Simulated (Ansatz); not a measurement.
# AlNH2ClF (SMILES [NH2][Al]([F])[Cl]) at CAM-B3LYP/aug-cc-pVDZ

What is the energy change on altering one bond length of AlNH2ClF at CAM-B3LYP/aug-cc-pVDZ? 

Program for the calculation: Ansatz 0.2.0.

98 further runs of the same task are left out: 98 set aside as unsound or not needed.

## Step 1: The system as given

AlNH2ClF: 6 atoms, total charge 0, spin state singlet. SMILES: `[NH2][Al]([F])[Cl]`. Geometry: relaxed at PBE0-D4/def2-TZVP.

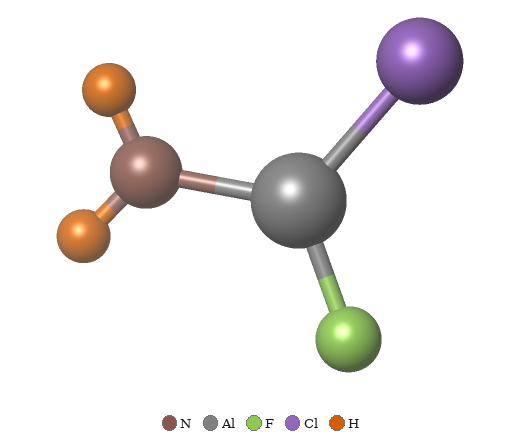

Viewed from a chosen angle; nitrogen brown, aluminium grey, fluorine green, chlorine purple, hydrogen orange.

## Step 2: A single-point energy at CAM-B3LYP/aug-cc-pVDZ

run.yaml reads:

```yaml
crystal:
  periodic: [false, false, false]
  atoms:
    - symbol: "N"
      position_ang: [-0.112300, 0.982600, -0.025800]
    - symbol: Al
      position_ang: [0.152500, -0.739100, 0.092300]
    - symbol: F
      position_ang: [1.041800, -1.345500, 1.331100]
    - symbol: Cl
      position_ang: [-0.641100, -2.049400, -1.313600]
    - symbol: H
      position_ang: [0.246300, 1.661500, 0.624800]
    - symbol: H
      position_ang: [-0.645100, 1.426000, -0.754900]
basis:
  gaussian:
    orbitals: aug-cc-pVDZ
hamiltonian:
  xc: {name: CAM-B3LYP}
accuracy: high
output: {orbitals: {seedname: orbitals}}
```

Launch:

```bash
$ ansatz run run.yaml --threads 1 --pin off --max-ram 3480MiB --events-out events.jsonl --progress --plain --runs-dir runs
```

What it wrote:

```text
Warning: RAYON_NUM_THREADS=1 ignored (pool sized by the plan → 1); use --threads N
Functional definition: CAM-B3LYP
  name "CAM-B3LYP"
  parameter alpha = 0.19
  parameter beta = 0.46
  parameter omega = 0.33/bohr
  parameter ac = 0.81
  exchange = (1 - alpha - beta)*b88_x + beta*b88_x_sr(omega) + alpha*exact_x + beta*exact_x_lr(omega)
  correlation = (1 - ac)*vwn5_c + ac*lyp_c
2354 factors; integrals over basis functions are off by at most 4.0e-9 eV
599 factors; integrals over basis functions are off by at most 2.4e-9 eV
mean field evaluation 1: about -23355.4250 eV, gradient 6.8e1 eV
mean field evaluation 2: about -23349.4671 eV, gradient 8.6e1 eV
mean field evaluation 4: about -23363.9692 eV, gradient 1.8e0 eV
mean field evaluation 8: about -23364.0427 eV, gradient 3.7e-1 eV
mean field evaluation 16: about -23364.0429 eV, gradient 2.7e-5 eV
mean field -23364.04292979 eV, -858.6127409527 hartree, gradient 9.3e-8 eV, S^2 0.000000; 0 other end points of the search recorded, 0 dependent functions left out
reference -23364.04295093 eV, -858.6127417295 hartree; 24, 24 occupied and 94, 94 virtual orbitals, 2354 factors
Total energy: -23364.04295093 eV, -858.6127417295 hartree
```

It took 15 s on 1 thread of Intel Xeon Platinum 8259CL at 2.50GHz (Skylake/Cascade Lake), shared host; peak memory 0.55 GiB.

## Step 3: The distorted shape

molecule.yaml reads:

```yaml
basis:
  gaussian:
    orbitals: aug-cc-pVDZ
crystal:
  periodic: [false, false, false]
  atoms:
    - {symbol: N, position_ang: [-0.291616, 0.643119, -0.351130]}
    - {symbol: Al, position_ang: [-0.026816, -1.078581, -0.233030]}
    - {symbol: F, position_ang: [0.862484, -1.684981, 1.005770]}
    - {symbol: Cl, position_ang: [-0.820416, -2.388881, -1.638930]}
    - {symbol: H, position_ang: [0.246300, 1.661500, 0.624800]}
    - {symbol: H, position_ang: [-0.824416, 1.086519, -1.080230]}
hamiltonian:
  xc: {name: CAM-B3LYP}
accuracy: high
output:
  orbitals: {seedname: orbitals}
```

Launch:

```bash
$ ansatz run molecule.yaml --threads 1 --pin off --max-ram 3480MiB --events-out events.jsonl --progress --plain --runs-dir runs
```

What it wrote, cut to the lines that bear on the results:

```text
Warning: RAYON_NUM_THREADS=1 ignored (pool sized by the plan → 1); use --threads N
[... 8 set-up lines as earlier in the session ...]
2377 factors; integrals over basis functions are off by at most 3.4e-9 eV
617 factors; integrals over basis functions are off by at most 2.0e-9 eV
mean field evaluation 1: about -23352.0264 eV, gradient 6.9e1 eV
mean field evaluation 2: about -23340.3245 eV, gradient 9.7e1 eV
mean field evaluation 4: about -23361.5414 eV, gradient 5.4e0 eV
mean field evaluation 8: about -23361.6546 eV, gradient 3.4e-1 eV
mean field evaluation 16: about -23361.6549 eV, gradient 1.7e-5 eV
mean field -23361.65486867 eV, -858.5249813252 hartree, gradient 5.1e-8 eV, S^2 0.000000; 0 other end points of the search recorded, 0 dependent functions left out
reference -23361.65489047 eV, -858.5249821265 hartree; 24, 24 occupied and 94, 94 virtual orbitals, 2377 factors
Total energy: -23361.65489047 eV, -858.5249821265 hartree
```

Wall time 15 s (1 thread of Intel Xeon Platinum 8259CL at 2.50GHz (Skylake/Cascade Lake), shared host); peak memory 0.55 GiB.

## Step 4: Results

Level: CAM-B3LYP/aug-cc-pVDZ.

```
                                                         quantity          value
                                        first shape: total energy  -858.61274 Eh
                                         first shape: HOMO energy       -9.56 eV
                                         first shape: LUMO energy       -0.40 eV
                                       first shape: HOMO–LUMO gap        9.17 eV
                                    distorted shape: total energy  -858.52498 Eh
                                     distorted shape: HOMO energy       -9.38 eV
                                     distorted shape: LUMO energy       -1.15 eV
                                   distorted shape: HOMO–LUMO gap        8.23 eV
energy change with the N1–H5 bond stretched from 1.006 to 1.510 Å       2.388 eV
```

With the N1–H5 bond stretched from 1.006 to 1.510 Å the energy rises by 2.39 eV (55 kcal/mol). The first shape isn't relaxed at this level, so the change isn't measured from a minimum.
